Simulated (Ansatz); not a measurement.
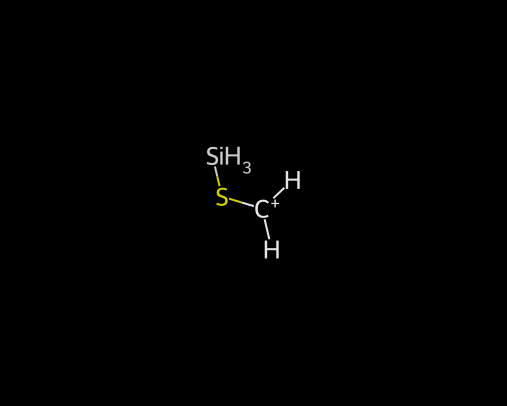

(Drawn from a calculation with Ansatz.)

Skeletal drawing of a molecule. The species has charge +1 and is a spin singlet.

**Write the SMILES.**

[CH2+]S[SiH3]

**Give the formula, hydrogens included.**

CH5SSi, charge +1.

**An optimisation with PBE0-D4/def2-TZVP gave a structure of which point group?**

Cs.
